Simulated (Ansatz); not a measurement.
Cost and result by functional for the surface energy of the (100) surface of bcc Ta in its 1x1 cell, outermost plane spacing 1.66 Å in the ideal cut, in Ansatz (plane waves, PAW). Single points on the PBE structure, on one kind of machine; costs are rough ratios of the slab run's core time (references not counted) to the cheapest single point. r2SCAN's cost holds its higher cutoff (500 against 420 eV). Differences are taken against r2SCAN for comparison alone: no measured value is at hand, so the table doesn't rank accuracy.

Set-up: 7 atoms, 10.0 Å thick at the start (thin: gaps and levels are the slab's own); mesh 11x11x1; 0.1 eV smearing; dipole correction on; all atoms relaxed; start symmetry kept, larger cells not searched; no spin, no spin-orbit, no U. These notes are the PBE run's.

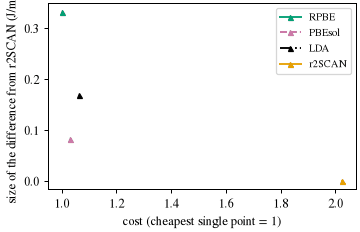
Figure: Difference from r2SCAN against cost

```
functional                     relative cost  surface energy (J/m²)  less r2SCAN (J/m²)
-----------------------------  -------------  ---------------------  ------------------
RPBE                                       1                   2.39               -0.33
PBEsol                                     1                   2.80                0.08
LDA                                        1                   2.89                0.17
r2SCAN                                     2                   2.72                0.00
PBE (the relaxed run's value)              –                   2.55               -0.17
```

The values span 0.50 J/m², while the single points' costs differ by a factor of roughly 2. Differences are of unrounded values.

Ansatz is a quantum-chemistry and plane-wave program.
